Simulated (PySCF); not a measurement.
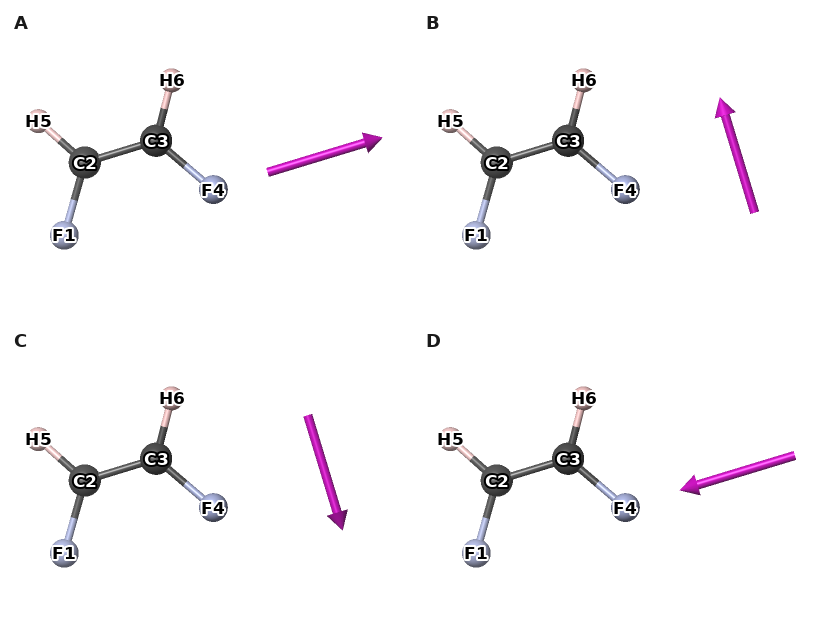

The same molecule four times, each with an arrow. The geometry was computed by an optimisation with PBE0-D3(BJ)/def2-SVP. No frequency run is at hand to confirm it as a minimum. Method: PBE/def2-SVPD, gas phase (PySCF 2.14.0).

Which arrow points along the dipole moment, from the negative to the positive end?

Answer. B. The dipole moment is 2.05 D; it points from the side of F1, F4 to the side of H5, H6 (the outermost atoms at the two ends).
